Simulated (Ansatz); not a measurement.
**SiH₃+ (singlet): PBE0, B3LYP over a scan of the distance Si1–H3, cc-pVDZ**

How well do these functionals follow the top wave-function level for SiH₃+ (singlet) over a scan of the distance Si1–H3?

Program: Ansatz 0.2.0, Gaussian basis. Level of theory: cc-pVDZ, all electrons in the functionals. These are calculated values, not measurements.

To be run: PBE0, B3LYP, at 1.161 Å; 1.321 Å; 1.472 Å; 1.631 Å; 1.839 Å; 2.050 Å; 2.395 Å; 2.754 Å; 3.185 Å; 4.012 Å; 4.924 Å.

26 further runs of the same task are left out: 6 for a known fault of the program, 1 for a mislabelled method, 15 that didn't finish, 4 set aside as unsound or not needed.

## Step 1: The system

The geometry derives from a PBE0/def2-TZVP stationary point (not a proven minimum). One bond is set to the value named and the two fragments are kept rigid.

4 atoms, charge 1, spin multiplicity 1.

Atoms are counted from 1 here; the program's logs count them from 0.

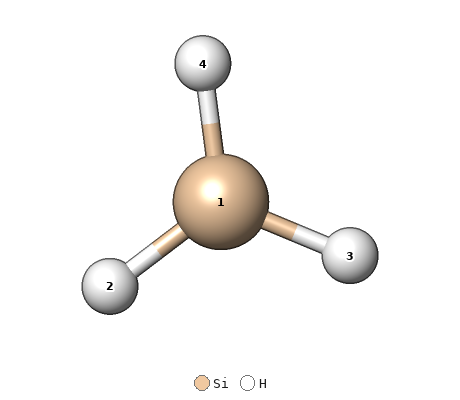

The structure; silicon light orange, hydrogen white; atoms are numbered from 1 in the order of the file.

Coordinates:

```tsv
atom	x (Å)	y (Å)	z (Å)
Si1	0.0000	0.0000	0.0000
H2	1.4719	0.0142	-0.0001
H3	-0.7483	1.2676	-0.0029
H4	-0.7237	-1.2818	0.0030
```

No dispersion term is added. B3LYP takes the VWN-RPA correlation.

The geometry shown and the zero of energy belong to the point 1.472 Å. The yardstick, FCI, and other wave-function levels (R restricted, U unrestricted, valence and pair active spaces) come from earlier runs.

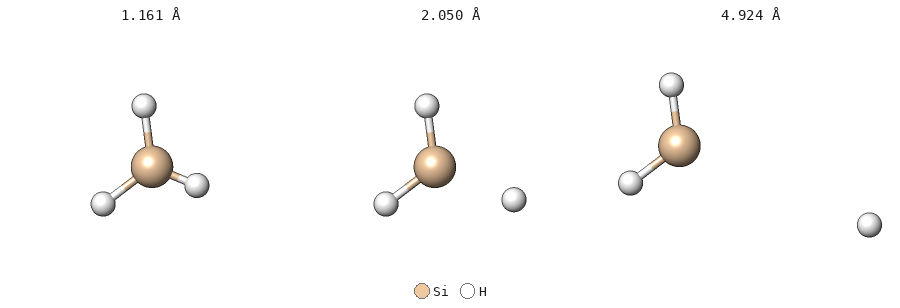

Three points of the scan; sticks are drawn by distance.

## Step 2: PBE0, 1.161 Å

Input file in.yaml:

```yaml
crystal:
  periodic: [false, false, false]
  atoms:
    - {symbol: Si, position_ang: [-0.005122, 0.008678, -0.000020]}
    - {symbol: H, position_ang: [1.466820, 0.022904, -0.000116]}
    - {symbol: H, position_ang: [-0.595313, 1.008473, -0.002311]}
    - {symbol: H, position_ang: [-0.728774, -1.273172, 0.002981]}
basis:
  gaussian: {orbitals: cc-pVDZ}
total_charge: 1
hamiltonian: {xc: {name: PBE0}}
output: {forces: true, orbitals: {seedname: orbitals}}
```

Run with:

```bash
$ ansatz run in.yaml --threads 1 --pin off --events-out ev --progress --plain --max-ram 2393MiB
```

Further steps of the session: PBE0, 1.321 Å; PBE0, 1.472 Å; PBE0, 1.631 Å; PBE0, 1.839 Å; PBE0, 2.050 Å; PBE0, 2.395 Å; PBE0, 2.754 Å; PBE0, 3.185 Å; PBE0, 4.012 Å; PBE0, 4.924 Å; B3LYP, 1.161 Å; B3LYP, 1.321 Å; B3LYP, 1.472 Å; B3LYP, 1.631 Å; B3LYP, 1.839 Å; B3LYP, 2.050 Å; B3LYP, 2.395 Å; B3LYP, 2.754 Å; B3LYP, 3.185 Å; B3LYP, 4.012 Å; B3LYP, 4.924 Å.

Before running them: what should the planned runs give, taken together? Wanted: span of the FCI curve; largest miss, PBE0; largest miss, B3LYP.

**Answer**, as computed:

```
             quantity                   value
span of the FCI curve            382.7 kJ/mol
   largest miss, PBE0  +14.2 kJ/mol (2.395 Å)
  largest miss, B3LYP   +9.4 kJ/mol (2.754 Å)
```

**Reading.** Of the functionals, B3LYP keep the smallest largest miss at the points compared (at most 9.4 kJ/mol) and PBE0 strays most (14.2 kJ/mol, at 2.395 Å). PBE0, B3LYP clearly break the spin symmetry at some points (⟨S²⟩ up to 0.99 above the pure value), so energy there is bought with a mixed spin. Functionals and the yardstick converge differently with the basis, so part of each miss in cc-pVDZ is the basis.
